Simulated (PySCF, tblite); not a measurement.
Coordinates of C₅H₉FSSi, SMILES C#C[C@](F)(CC)[SiH2]S (Å):

```xyz
17

C     -1.4916    -0.1967     2.1358
C     -0.9684    -0.5020     1.1020
C     -0.3732    -0.8394    -0.1714
F     -0.8286    -2.1196    -0.5433
C      1.1510    -0.9219    -0.0623
C      1.7793     0.4179     0.2914
Si    -1.0285     0.3201    -1.5827
S     -1.2710     2.3193    -0.8415
H     -1.9293     0.0530     3.0560
H      1.5373    -1.2813    -1.0187
H      1.4028    -1.6645     0.7004
H      1.5821     1.1579    -0.4824
H      1.3809     0.7897     1.2334
H      2.8562     0.3085     0.3930
H     -0.0424     0.3925    -2.6503
H     -2.3182    -0.2120    -2.0011
H     -1.4455     1.9906     0.4319
```

GIAO shifts, PBE0/pcSseg-1 in PySCF 2.14.0, at a GFN2-xTB geometry (a minimum by its frequencies), against TMS for ²⁹Si, TMS for ¹³C and CFCl₃ for ¹⁹F computed at the same level (¹⁹F: this reference is a hard case for the method, so all values can be off together by tens of ppm, and differences between signals are safer). Gas phase, fully decoupled, line heights follow the number of nuclei, widths are arbitrary (no quadrupolar broadening); values of one conformer, averaged over methyl-type rotors and exact or near symmetry; other conformers aren't averaged in.

> Predict the ²⁹Si spectrum.

1 signal.


| δ (ppm) | nuclei | atoms |
| --- | --- | --- |
| −22.9 | 1 | Si7 |

> Predict the ¹³C spectrum.

5 signals.


```tsv
δ (ppm)	nuclei	atoms
92.5	1	C3
91.5	1	C1
87.1	1	C2
37.7	1	C5
12.6	1	C6
```

The order of signals that lie close, as those under 2 ppm apart, is within the error of the method.

> How many ¹⁹F lines appear, and where?

1 signal.


```tsv
δ (ppm)	nuclei	atoms
−187.9	1	F4
```

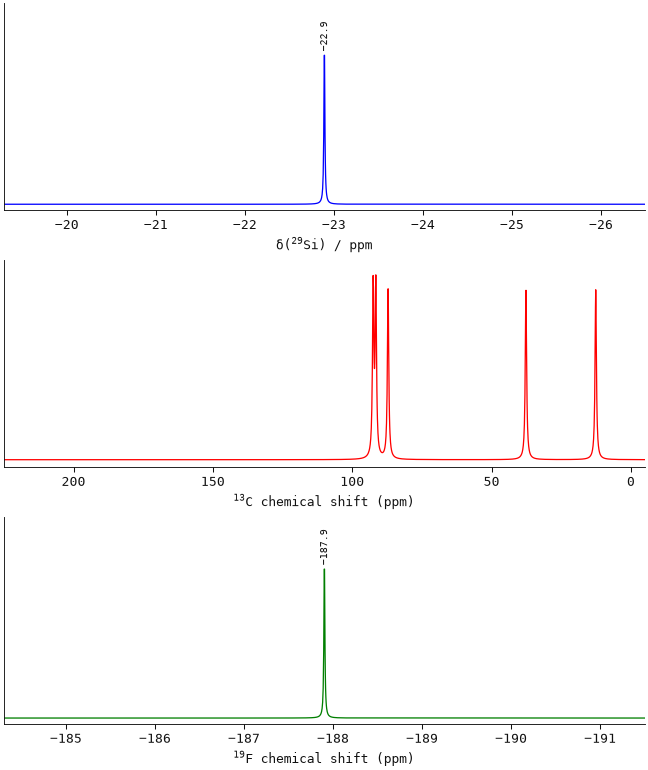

Note: the tight-binding geometry is rougher than a DFT one and adds to the error.
